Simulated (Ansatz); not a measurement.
# ClFGeH₃NO: up Jacob's ladder to CCSD(T)

Aim: compute ClFGeH₃NO with functionals from several rungs and with coupled cluster, and see how far each lands from CCSD(T) at the basis-set limit for the atomisation energy.

Program: Ansatz 0.2.0, Gaussian basis. Level of theory: functionals in def2-TZVPP, the program's frozen cores in correlated methods. These are calculated values, not measurements.

Levels to be run: LDA (SPW92), PBE-D4, revPBE-D4, BLYP-D4, r2SCAN-D4, B97M-V, PBE0-D4, B3LYP-D4, r2SCANh-D4, r2SCAN0-D4, HSE06-D4, BHLYP-D4, CAM-B3LYP-D4, LC-ωPBE, ωB97X-V, ωB97M-V, B2PLYP, PBE-QIDH; CCSD(T)/def2-SVP; CCSD(T)/def2-TZVPP; MP2/def2-QZVPP; extrapolation to the limit; RPA on PBE.

## 1. Structure used throughout

All runs share one geometry, relaxed beforehand with PBE0-D4 in a triple-zeta def2 set.

SMILES `[NH2][Ge]([OH])([F])[Cl]`, 8 atoms, charge 0, spin multiplicity 1.

Atoms are counted from 1 here; the program's logs count them from 0.

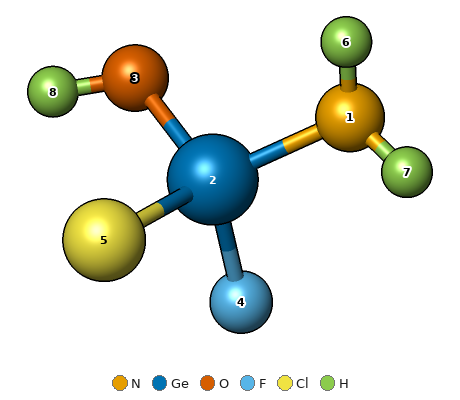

The geometry (colours as in the key); atoms are numbered from 1 in the order of the file.

As a file:

```
N    -1.0103    0.8612    0.5761
Ge    0.0838   -0.2368   -0.3221
O     0.7741   -1.3651    0.8160
F    -0.8813   -1.0431   -1.4963
Cl    1.6766    0.6294   -1.4653
H    -0.5805    1.3719    1.3337
H    -1.5645    1.4795    0.0019
H     1.5941   -1.7540    0.5003
```

## 2. LDA

This LDA is Slater exchange with PW92 correlation.

Contents of in.yaml:

```yaml
crystal:
  periodic: [false, false, false]
  atoms:
    - {symbol: N, position_ang: [-1.010254, 0.861159, 0.576138]}
    - {symbol: Ge, position_ang: [0.083836, -0.236758, -0.322080]}
    - {symbol: O, position_ang: [0.774062, -1.365118, 0.816007]}
    - {symbol: F, position_ang: [-0.881260, -1.043063, -1.496292]}
    - {symbol: Cl, position_ang: [1.676578, 0.629414, -1.465344]}
    - {symbol: H, position_ang: [-0.580465, 1.371853, 1.333689]}
    - {symbol: H, position_ang: [-1.564511, 1.479495, 0.001927]}
    - {symbol: H, position_ang: [1.594118, -1.753984, 0.500255]}
basis:
  gaussian: {orbitals: def2-TZVPP}
hamiltonian: {xc: lda}
output: {orbitals: {seedname: orbitals}}
```

The run is started by

```bash
$ ansatz run in.yaml --threads 4 --pin off --events-out ev --progress --plain --max-ram 10444MiB
```

The log of the run:

```text
Functional definition: SPW92
  name "SPW92"
  cite "Dirac, Proc. Camb. Phil. Soc. 26, 376 (1930) doi:10.1017/S0305004100016108"
  cite "Slater, Phys. Rev. 81, 385 (1951) doi:10.1103/PhysRev.81.385"
  cite "Perdew & Wang, Phys. Rev. B 45, 13244 (1992) doi:10.1103/PhysRevB.45.13244"
  exchange = slater_x
  correlation = pw_c
1291 factors; their error is unknown
mean field evaluation 1: about -75163.7534 eV, gradient 1.0e2 eV
mean field evaluation 2: about -75082.2875 eV, gradient 2.1e2 eV
mean field evaluation 4: about -75179.2734 eV, gradient 2.5e1 eV
mean field evaluation 8: about -75180.2524 eV, gradient 1.9e-1 eV
mean field evaluation 16: about -75180.2346 eV, gradient 3.8e-4 eV
mean field -75180.23462376 eV, -2762.8226634301 hartree, gradient 3.0e-5 eV, S^2 0.000000; 0 other end points of the search recorded, 0 dependent functions left out
reference -75180.23465562 eV, -2762.8226646009 hartree; 38, 38 occupied and 187, 187 virtual orbitals, 1291 factors
Total energy: -75180.23465562 eV, -2762.8226646009 hartree
```

It took 1.2 s on 4 threads of Arm Neoverse V1, shared host.

With the free atoms at this level, -75146.435 eV in sum, the atomisation energy is 3261.2 kJ/mol. HOMO -7.15 eV, LUMO -1.84 eV.

## 3. PBE-D4 (GGA)

in.yaml: that of step 2 with these lines changed.

```diff
@@ -13,3 +13,3 @@
   gaussian: {orbitals: def2-TZVPP}
-hamiltonian: {xc: lda}
-output: {orbitals: {seedname: orbitals}}
+hamiltonian: {xc: pbe, dispersion: d4}
+output: {forces: true, orbitals: {seedname: orbitals}}
```

Same command.

The log of the run (excerpt; [...] marks lines left out):

```text
Functional definition: PBE
  name "PBE"
  cite "Perdew, Burke & Ernzerhof, Phys. Rev. Lett. 77, 3865 (1996) doi:10.1103/PhysRevLett.77.3865"
  parent pbe
[...]
1291 factors; their error is unknown
[...]
mean field -75330.50407153 eV, -2768.3449637791 hartree, gradient 7.0e-5 eV, S^2 0.000000; 0 other end points of the search recorded, 0 dependent functions left out
[...]
reference -75330.50410565 eV, -2768.3449650332 hartree; 38, 38 occupied and 187, 187 virtual orbitals, 1291 factors
Total energy: -75330.69436577 eV, -2768.3519569636 hartree
Atom 0 at    -1.010254     0.861159     0.576138 Å, force    -0.304296    -0.123843     0.239415 eV/Å
Atom 1 at     0.083836    -0.236758    -0.322080 Å, force     0.209027     0.313811    -0.018639 eV/Å
Atom 2 at     0.774062    -1.365118     0.816007 Å, force    -0.163851    -0.255601     0.650181 eV/Å
Atom 3 at    -0.881260    -1.043063    -1.496292 Å, force    -0.445461    -0.346806    -0.504712 eV/Å
Atom 4 at     1.676578     0.629414    -1.465344 Å, force     0.335875     0.183346    -0.245072 eV/Å
Atom 5 at    -0.580465     1.371853     1.333689 Å, force     0.149398     0.184081     0.240836 eV/Å
Atom 6 at    -1.564511     1.479495     0.001927 Å, force    -0.168963     0.211913    -0.194488 eV/Å
Atom 7 at     1.594118    -1.753984     0.500255 Å, force     0.388271    -0.166900    -0.167521 eV/Å
Dipole moment:     0.127847     0.330039     0.241435 e Å
```

It took 2.3 s on 4 threads of Arm Neoverse V1, shared host.

With the free atoms at this level, -75301.252 eV in sum, the atomisation energy is 2840.7 kJ/mol. HOMO -6.97 eV, LUMO -1.55 eV.

## 4. revPBE-D4 (GGA)

in.yaml: that of step 3 with these lines changed.

```diff
@@ -13,3 +13,3 @@
   gaussian: {orbitals: def2-TZVPP}
-hamiltonian: {xc: pbe, dispersion: d4}
-output: {forces: true, orbitals: {seedname: orbitals}}
+hamiltonian: {xc: {name: revPBE}, dispersion: d4}
+output: {orbitals: {seedname: orbitals}}
```

The command is unchanged.

The log of the run:

```text
Functional definition: revPBE
  name "revPBE"
  cite "Zhang & Yang, Phys. Rev. Lett. 80, 890 (1998) doi:10.1103/PhysRevLett.80.890"
  cite "Perdew, Burke & Ernzerhof, Phys. Rev. Lett. 77, 3865 (1996) doi:10.1103/PhysRevLett.77.3865"
  parameter kappa = 1.245
  parameter beta = 0.06672455060314922
  exchange = pbe_x(kappa = kappa, mu = beta*pi^2/3)
  correlation = pbe_c(beta = beta)
1291 factors; their error is unknown
mean field evaluation 1: about -75325.8898 eV, gradient 1.0e2 eV
mean field evaluation 2: about -75254.2233 eV, gradient 2.0e2 eV
mean field evaluation 4: about -75341.0518 eV, gradient 2.2e1 eV
mean field evaluation 8: about -75341.8108 eV, gradient 1.5e-1 eV
mean field evaluation 16: about -75341.7933 eV, gradient 2.4e-4 eV
mean field -75341.79329412 eV, -2768.7598350572 hartree, gradient 3.3e-5 eV, S^2 0.000000; 0 other end points of the search recorded, 0 dependent functions left out
reference -75341.79333658 eV, -2768.7598366174 hartree; 38, 38 occupied and 187, 187 virtual orbitals, 1291 factors
Total energy: -75342.32133278 eV, -2768.7792401202 hartree
```

It took 1.9 s on 4 threads of Arm Neoverse V1, shared host.

Atomisation energy: 2745.5 kJ/mol (free atoms -75313.866 eV, run apart). HOMO -6.90 eV, LUMO -1.42 eV.

## 5. BLYP-D4 (GGA)

in.yaml: that of step 4 with these lines changed.

```diff
@@ -13,3 +13,3 @@
   gaussian: {orbitals: def2-TZVPP}
-hamiltonian: {xc: {name: revPBE}, dispersion: d4}
+hamiltonian: {xc: {name: BLYP}, dispersion: d4}
 output: {orbitals: {seedname: orbitals}}
```

Launched as before.

The log of the run:

```text
Functional definition: BLYP
  name "BLYP"
  cite "Becke, Phys. Rev. A 38, 3098 (1988) doi:10.1103/PhysRevA.38.3098"
  cite "Lee, Yang & Parr, Phys. Rev. B 37, 785 (1988) doi:10.1103/PhysRevB.37.785"
  parameter beta = 0.0042
  parameter a = 0.04918
  parameter b = 0.132
  parameter c = 0.2533
  parameter d = 0.349
  exchange = b88_x(beta = beta)
  correlation = lyp_c(a = a, b = b, c = c, d = d)
1291 factors; their error is unknown
mean field evaluation 1: about -75332.6918 eV, gradient 1.1e2 eV
mean field evaluation 2: about -75244.9547 eV, gradient 2.2e2 eV
mean field evaluation 4: about -75349.9683 eV, gradient 2.6e1 eV
mean field evaluation 8: about -75351.0917 eV, gradient 1.9e-1 eV
mean field evaluation 16: about -75351.0741 eV, gradient 2.3e-4 eV
mean field -75351.07413376 eV, -2769.1008996231 hartree, gradient 2.9e-5 eV, S^2 0.000000; 0 other end points of the search recorded, 0 dependent functions left out
reference -75351.07445537 eV, -2769.1009114421 hartree; 38, 38 occupied and 187, 187 virtual orbitals, 1291 factors
Total energy: -75351.48807142 eV, -2769.1161115518 hartree
```

Run time: 1.9 s. Hardware: 4 threads of Arm Neoverse V1, shared host.

Atomisation energy: 2772.5 kJ/mol (free atoms -75322.753 eV, run apart). HOMO -6.84 eV, LUMO -1.54 eV.

## 6. r2SCAN-D4 (meta-GGA)

in.yaml: that of step 5 with these lines changed.

```diff
@@ -13,3 +13,3 @@
   gaussian: {orbitals: def2-TZVPP}
-hamiltonian: {xc: {name: BLYP}, dispersion: d4}
-output: {orbitals: {seedname: orbitals}}
+hamiltonian: {xc: r2scan, dispersion: d4}
+output: {forces: true, orbitals: {seedname: orbitals}}
```

The command is unchanged.

The log of the run (excerpt; [...] marks lines left out):

```text
Functional definition: r2SCAN
  name "r2SCAN"
  cite "Furness, Kaplan, Ning, Perdew & Sun, J. Phys. Chem. Lett. 11, 8208 (2020) doi:10.1021/acs.jpclett.0c02405"
  cite "Furness, Kaplan, Ning, Perdew & Sun, J. Phys. Chem. Lett. 11, 9248 (2020) doi:10.1021/acs.jpclett.0c03077"
  parent r2scan
[...]
1291 factors; their error is unknown
[...]
mean field -75346.85765381 eV, -2768.9459468432 hartree, gradient 4.8e-5 eV, S^2 0.000000; 0 other end points of the search recorded, 0 dependent functions left out
[...]
reference -75346.85766275 eV, -2768.9459471715 hartree; 38, 38 occupied and 187, 187 virtual orbitals, 1291 factors
Total energy: -75346.90242274 eV, -2768.9475920709 hartree
Atom 0 at    -1.010254     0.861159     0.576138 Å, force    -0.077511    -0.074331     0.061732 eV/Å
Atom 1 at     0.083836    -0.236758    -0.322080 Å, force     0.029767     0.040818    -0.044457 eV/Å
Atom 2 at     0.774062    -1.365118     0.816007 Å, force    -0.034311    -0.040567     0.106536 eV/Å
Atom 3 at    -0.881260    -1.043063    -1.496292 Å, force    -0.045080    -0.017745    -0.025669 eV/Å
Atom 4 at     1.676578     0.629414    -1.465344 Å, force     0.070698     0.032582    -0.059877 eV/Å
Atom 5 at    -0.580465     1.371853     1.333689 Å, force     0.014522     0.034212    -0.001254 eV/Å
Atom 6 at    -1.564511     1.479495     0.001927 Å, force     0.009205     0.030612    -0.011723 eV/Å
Atom 7 at     1.594118    -1.753984     0.500255 Å, force     0.032711    -0.005581    -0.025288 eV/Å
Dipole moment:     0.134168     0.337184     0.243163 e Å
```

Wall time 4.8 s (4 threads of Arm Neoverse V1, shared host).

With the free atoms at this level, -75318.051 eV in sum, the atomisation energy is 2783.7 kJ/mol. HOMO -7.33 eV, LUMO -1.16 eV.

## 7. B97M-V (meta-GGA)

in.yaml: that of step 6 with these lines changed.

```diff
@@ -13,3 +13,3 @@
   gaussian: {orbitals: def2-TZVPP}
-hamiltonian: {xc: r2scan, dispersion: d4}
-output: {forces: true, orbitals: {seedname: orbitals}}
+hamiltonian: {xc: {name: B97M-V}}
+output: {orbitals: {seedname: orbitals}}
```

The command is unchanged.

The log of the run (excerpt; [...] marks lines left out):

```text
Functional definition: B97M-V
  name "B97M-V"
  cite "Mardirossian & Head-Gordon, J. Chem. Phys. 142, 074111 (2015) doi:10.1063/1.4907719"
  cite "Becke, J. Chem. Phys. 107, 8554 (1997) doi:10.1063/1.475007"
  cite "Vydrov & Van Voorhis, J. Chem. Phys. 133, 244103 (2010) doi:10.1063/1.3521275"
  # Of w^i u^j: cxij and so on, Table III.
[...]
  gx(w, u) = cx00 + cx01*u + cx02*u^2 + (cx10 + cx11*u)*w
  gss(w, u) = css00 + css02*u^2 + css10*w + (css32*w^3 + css42*w^4)*u^2
  gos(w, u) = cos00 + cos01*u + cos03*u^3 + cos10*w + cos32*w^3*u^2
[...]
      + integral(e_c_pw_mod_opposite_spin*gos(b97_w_opposite, b97_u_opposite)) + vv10(b, c)
1291 factors; their error is unknown
[...]
mean field -75335.06563680 eV, -2768.5125982110 hartree, gradient 4.4e-5 eV, S^2 0.000000; 0 other end points of the search recorded, 0 dependent functions left out
reference -75335.06568528 eV, -2768.5125999925 hartree; 38, 38 occupied and 187, 187 virtual orbitals, 1291 factors
Total energy: -75335.06568528 eV, -2768.5125999925 hartree
```

Wall time 8.5 s (4 threads of Arm Neoverse V1, shared host).

With the free atoms at this level, -75306.127 eV in sum, the atomisation energy is 2792.1 kJ/mol. HOMO -7.40 eV, LUMO -1.21 eV.

## 8. PBE0-D4 (hybrid)

in.yaml: that of step 7 with these lines changed.

```diff
@@ -13,3 +13,3 @@
   gaussian: {orbitals: def2-TZVPP}
-hamiltonian: {xc: {name: B97M-V}}
+hamiltonian: {xc: pbe0, dispersion: d4}
 output: {orbitals: {seedname: orbitals}}
```

Its log isn't repeated here (it stands with the study of this molecule's fields); it ends on a total energy of -75333.183765 eV.

Atomisation energy: 2754.5 kJ/mol (free atoms -75304.635 eV, run apart). HOMO -8.49 eV, LUMO -0.52 eV.

## 9. B3LYP-D4 (hybrid)

B3LYP here takes the VWN-RPA correlation.

in.yaml: that of step 8 with these lines changed.

```diff
@@ -13,3 +13,3 @@
   gaussian: {orbitals: def2-TZVPP}
-hamiltonian: {xc: pbe0, dispersion: d4}
-output: {orbitals: {seedname: orbitals}}
+hamiltonian: {xc: {name: B3LYP}, dispersion: d4}
+output: {forces: true, orbitals: {seedname: orbitals}}
```

Same command.

The log of the run (excerpt; [...] marks lines left out):

```text
Functional definition: B3LYP
  name "B3LYP"
  cite "Stephens, Devlin, Chabalowski & Frisch, J. Phys. Chem. 98, 11623 (1994) doi:10.1021/j100096a001"
  cite "Becke, Phys. Rev. A 38, 3098 (1988) doi:10.1103/PhysRevA.38.3098"
  cite "Lee, Yang & Parr, Phys. Rev. B 37, 785 (1988) doi:10.1103/PhysRevB.37.785"
  cite "Vosko, Wilk & Nusair, Can. J. Phys. 58, 1200 (1980) doi:10.1139/p80-159"
[...]
1341 factors; their error is unknown
[...]
mean field -75352.30598295 eV, -2769.1461692460 hartree, gradient 1.5e-5 eV, S^2 0.000000; 0 other end points of the search recorded, 0 dependent functions left out
[...]
reference -75352.30622310 eV, -2769.1461780712 hartree; 38, 38 occupied and 187, 187 virtual orbitals, 1341 factors
Total energy: -75352.61536119 eV, -2769.1575386865 hartree
Atom 0 at    -1.010254     0.861159     0.576138 Å, force    -0.149600     0.155641     0.126998 eV/Å
Atom 1 at     0.083836    -0.236758    -0.322080 Å, force     0.002723     0.088332     0.028446 eV/Å
Atom 2 at     0.774062    -1.365118     0.816007 Å, force     0.113289    -0.190881     0.188549 eV/Å
Atom 3 at    -0.881260    -1.043063    -1.496292 Å, force    -0.206686    -0.168279    -0.229840 eV/Å
Atom 4 at     1.676578     0.629414    -1.465344 Å, force     0.240439     0.137121    -0.175764 eV/Å
Atom 5 at    -0.580465     1.371853     1.333689 Å, force    -0.020524     0.012748     0.007720 eV/Å
Atom 6 at    -1.564511     1.479495     0.001927 Å, force    -0.012065     0.012031     0.018422 eV/Å
Atom 7 at     1.594118    -1.753984     0.500255 Å, force     0.032424    -0.046714     0.035469 eV/Å
Dipole moment:     0.149474     0.348683     0.233448 e Å
```

Wall time 4.9 s (4 threads of Arm Neoverse V1, shared host); peak memory 0.68 GiB.

With the free atoms at this level, -75324.083 eV in sum, the atomisation energy is 2752.9 kJ/mol. HOMO -8.21 eV, LUMO -0.90 eV.

## 10. r2SCANh-D4 (hybrid)

in.yaml: that of step 9 with these lines changed.

```diff
@@ -13,3 +13,3 @@
   gaussian: {orbitals: def2-TZVPP}
-hamiltonian: {xc: {name: B3LYP}, dispersion: d4}
-output: {forces: true, orbitals: {seedname: orbitals}}
+hamiltonian: {xc: {name: r2SCANh}, dispersion: d4}
+output: {orbitals: {seedname: orbitals}}
```

Launched as before.

The log of the run (excerpt; [...] marks lines left out):

```text
Functional definition: r2SCANh
  name "r2SCANh"
  cite "Bursch, Neugebauer, Ehlert & Grimme, J. Chem. Phys. 156, 134105 (2022) doi:10.1063/5.0086040"
  cite "Furness, Kaplan, Ning, Perdew & Sun, J. Phys. Chem. Lett. 11, 8208 (2020) doi:10.1021/acs.jpclett.0c02405"
  cite "Furness, Kaplan, Ning, Perdew & Sun, J. Phys. Chem. Lett. 11, 9248 (2020) doi:10.1021/acs.jpclett.0c03077"
  parent r2scan
[...]
1310 factors; their error is unknown
[...]
mean field -75346.23204531 eV, -2768.9229561549 hartree, gradient 5.2e-5 eV, S^2 0.000000; 0 other end points of the search recorded, 0 dependent functions left out
reference -75346.23205349 eV, -2768.9229564554 hartree; 38, 38 occupied and 187, 187 virtual orbitals, 1310 factors
Total energy: -75346.28013448 eV, -2768.9247233991 hartree
```

Wall time 5.5 s (4 threads of Arm Neoverse V1, shared host); peak memory 0.7 GiB.

With the free atoms at this level, -75317.766 eV in sum, the atomisation energy is 2751.2 kJ/mol. HOMO -7.89 eV, LUMO -0.80 eV.

## 11. r2SCAN0-D4 (hybrid)

in.yaml: that of step 10 with these lines changed.

```diff
@@ -13,3 +13,3 @@
   gaussian: {orbitals: def2-TZVPP}
-hamiltonian: {xc: {name: r2SCANh}, dispersion: d4}
+hamiltonian: {xc: {name: r2SCAN0}, dispersion: d4}
 output: {orbitals: {seedname: orbitals}}
```

Launched as before.

The log of the run (excerpt; [...] marks lines left out):

```text
Functional definition: r2SCAN0
  name "r2SCAN0"
  cite "Bursch, Neugebauer, Ehlert & Grimme, J. Chem. Phys. 156, 134105 (2022) doi:10.1063/5.0086040"
  cite "Furness, Kaplan, Ning, Perdew & Sun, J. Phys. Chem. Lett. 11, 8208 (2020) doi:10.1021/acs.jpclett.0c02405"
  cite "Furness, Kaplan, Ning, Perdew & Sun, J. Phys. Chem. Lett. 11, 9248 (2020) doi:10.1021/acs.jpclett.0c03077"
  parent r2scan
[...]
1365 factors; their error is unknown
[...]
mean field -75345.34154395 eV, -2768.8902308333 hartree, gradient 1.7e-5 eV, S^2 0.000000; 0 other end points of the search recorded, 0 dependent functions left out
reference -75345.34155100 eV, -2768.8902310926 hartree; 38, 38 occupied and 187, 187 virtual orbitals, 1365 factors
Total energy: -75345.39502922 eV, -2768.8921963807 hartree
```

Run time: 6 s. Hardware: 4 threads of Arm Neoverse V1, shared host; peak memory 0.71 GiB.

Atomisation energy: 2704.6 kJ/mol (free atoms -75317.364 eV, run apart). HOMO -8.73 eV, LUMO -0.27 eV.

## 12. HSE06-D4 (hybrid)

HSE06 is the plane-wave form, built on full-range PBE exchange.

in.yaml: that of step 11 with these lines changed.

```diff
@@ -13,3 +13,3 @@
   gaussian: {orbitals: def2-TZVPP}
-hamiltonian: {xc: {name: r2SCAN0}, dispersion: d4}
+hamiltonian: {xc: hse06, dispersion: d4}
 output: {orbitals: {seedname: orbitals}}
```

Same command.

The log of the run (excerpt; [...] marks lines left out):

```text
Functional definition: HSE06
  name "HSE06"
  cite "Heyd, Scuseria & Ernzerhof, J. Chem. Phys. 118, 8207 (2003) doi:10.1063/1.1564060"
  cite "Krukau, Vydrov, Izmaylov & Scuseria, J. Chem. Phys. 125, 224106 (2006) doi:10.1063/1.2404663"
  cite "Heyd & Scuseria, J. Chem. Phys. 120, 7274 (2004) doi:10.1063/1.1668634"
  cite "Ernzerhof & Perdew, J. Chem. Phys. 109, 3313 (1998) doi:10.1063/1.476928"
  cite "Perdew, Burke & Ernzerhof, Phys. Rev. Lett. 77, 3865 (1996) doi:10.1103/PhysRevLett.77.3865"
  parent pbe
[...]
  # The whole range is PBE's own exchange, as in plane waves. The composition of these papers is wPBEh.
[...]
1365 factors; their error is unknown
95 factors; integrals over basis functions are off by at most 3.1e-7 eV
[...]
mean field -75332.56585915 eV, -2768.4207330767 hartree, gradient 5.8e-5 eV, S^2 0.000000; 0 other end points of the search recorded, 0 dependent functions left out
reference -75332.56589302 eV, -2768.4207343212 hartree; 38, 38 occupied and 187, 187 virtual orbitals, 1365 factors
Total energy: -75332.71694681 eV, -2768.4262854456 hartree
```

It took 3.4 s on 4 threads of Arm Neoverse V1, shared host; peak memory 0.72 GiB.

With the free atoms at this level, -75304.143 eV in sum, the atomisation energy is 2757.0 kJ/mol. HOMO -8.08 eV, LUMO -0.90 eV.

## 13. BHLYP-D4 (hybrid)

in.yaml: that of step 12 with these lines changed.

```diff
@@ -13,3 +13,3 @@
   gaussian: {orbitals: def2-TZVPP}
-hamiltonian: {xc: hse06, dispersion: d4}
+hamiltonian: {xc: {name: BHLYP}, dispersion: d4}
 output: {orbitals: {seedname: orbitals}}
```

Same command.

The log of the run:

```text
Functional definition: BHLYP
  name "BHLYP"
  cite "Becke, J. Chem. Phys. 98, 1372 (1993) doi:10.1063/1.464304"
  cite "Becke, Phys. Rev. A 38, 3098 (1988) doi:10.1103/PhysRevA.38.3098"
  cite "Lee, Yang & Parr, Phys. Rev. B 37, 785 (1988) doi:10.1103/PhysRevB.37.785"
  parameter a = 0.5
  exchange = (1 - a)*b88_x + a*exact_x
  correlation = lyp_c
1502 factors; their error is unknown
mean field evaluation 1: about -75338.2704 eV, gradient 7.3e1 eV
mean field evaluation 2: about -75334.1515 eV, gradient 8.8e1 eV
mean field evaluation 4: about -75346.6515 eV, gradient 2.7e0 eV
mean field evaluation 8: about -75346.6648 eV, gradient 3.7e-2 eV
mean field evaluation 16: about -75347.3246 eV, gradient 1.1e-4 eV
mean field -75347.32458568 eV, -2768.9631062730 hartree, gradient 2.6e-5 eV, S^2 0.000000; 0 other end points of the search recorded, 0 dependent functions left out
reference -75347.32474840 eV, -2768.9631122528 hartree; 38, 38 occupied and 187, 187 virtual orbitals, 1502 factors
Total energy: -75347.57349475 eV, -2768.9722535125 hartree
```

Wall time 3.4 s (4 threads of Arm Neoverse V1, shared host); peak memory 0.71 GiB.

Atomisation energy: 2635.6 kJ/mol (free atoms -75320.258 eV, run apart). HOMO -9.89 eV, LUMO 0.38 eV.

## 14. CAM-B3LYP-D4 (range-separated)

in.yaml: that of step 13 with these lines changed.

```diff
@@ -13,3 +13,3 @@
   gaussian: {orbitals: def2-TZVPP}
-hamiltonian: {xc: {name: BHLYP}, dispersion: d4}
+hamiltonian: {xc: {name: CAM-B3LYP}, dispersion: d4}
 output: {orbitals: {seedname: orbitals}}
```

The command is unchanged.

The log of the run (excerpt; [...] marks lines left out):

```text
Functional definition: CAM-B3LYP
  name "CAM-B3LYP"
  cite "Yanai, Tew & Handy, Chem. Phys. Lett. 393, 51 (2004) doi:10.1016/j.cplett.2004.06.011"
  cite "Iikura, Tsuneda, Yanai & Hirao, J. Chem. Phys. 115, 3540 (2001) doi:10.1063/1.1383587"
  cite "Becke, Phys. Rev. A 38, 3098 (1988) doi:10.1103/PhysRevA.38.3098"
  cite "Lee, Yang & Parr, Phys. Rev. B 37, 785 (1988) doi:10.1103/PhysRevB.37.785"
  cite "Vosko, Wilk & Nusair, Can. J. Phys. 58, 1200 (1980) doi:10.1139/p80-159"
[...]
  # Exact exchange under (alpha + beta erf(omega r))/r, Becke's under what is left of 1/r.
[...]
1341 factors; their error is unknown
283 factors; integrals over basis functions are off by at most 1.0e-5 eV
[...]
mean field -75352.58454128 eV, -2769.1564060760 hartree, gradient 7.3e-5 eV, S^2 0.000000; 0 other end points of the search recorded, 0 dependent functions left out
reference -75352.58465829 eV, -2769.1564103758 hartree; 38, 38 occupied and 187, 187 virtual orbitals, 1341 factors
Total energy: -75352.74959433 eV, -2769.1624716633 hartree
```

Wall time 3.6 s (4 threads of Arm Neoverse V1, shared host); peak memory 0.76 GiB.

With the free atoms at this level, -75323.932 eV in sum, the atomisation energy is 2780.5 kJ/mol. HOMO -9.93 eV, LUMO 0.41 eV.

[end of part 1 of 2]
